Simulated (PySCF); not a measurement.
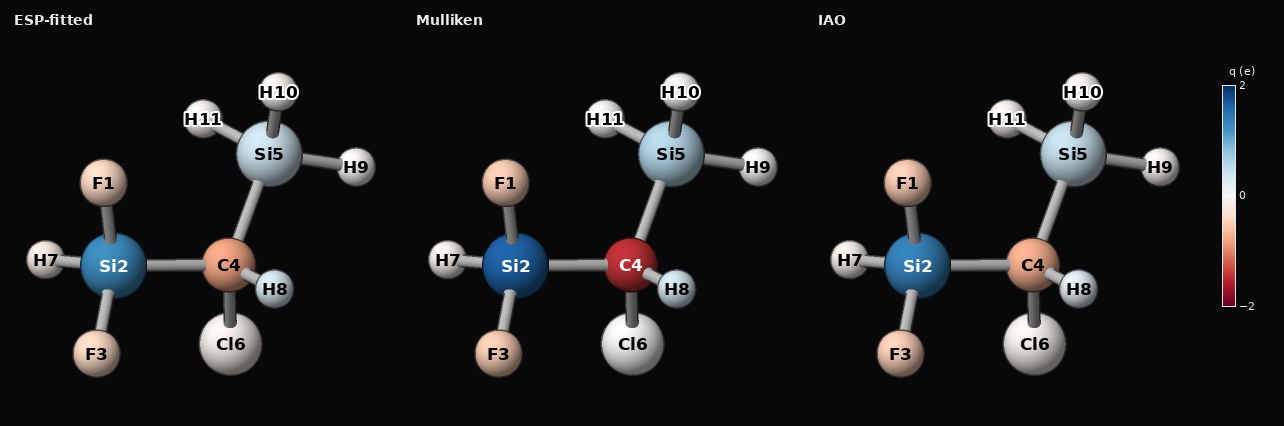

Atomic charges of one calculation by 3 schemes, on one colour scale. Computed geometry: PBE0-D3(BJ)/def2-SVP optimisation. No frequency run is at hand to confirm it as a minimum. Method: PBE0/pcSseg-0 (PySCF 2.14.0).

Question. Which scheme gives the most polar picture (largest mean size of the charges)?

Answer. The Mulliken charges are the largest in size here, and the ESP-fitted charges the smallest.

Question. On which atom do the schemes disagree most?

Answer. On C4 (from −1.45 to −0.71 e).

List the charges (e), one line for each set of equivalent atoms.

```tsv
atom	ESP-fitted	Mulliken	IAO
F1	−0.40	−0.50	−0.49
Si2	1.25	1.62	1.36
F3	−0.40	−0.49	−0.48
C4	−0.77	−1.45	−0.71
Si5	0.41	0.58	0.46
Cl6	−0.09	0.02	−0.06
H7	−0.17	−0.09	−0.11
H8	0.34	0.37	0.20
H9	−0.04	−0.02	−0.05
H10	−0.07	−0.02	−0.06
H11	−0.07	−0.02	−0.06
```
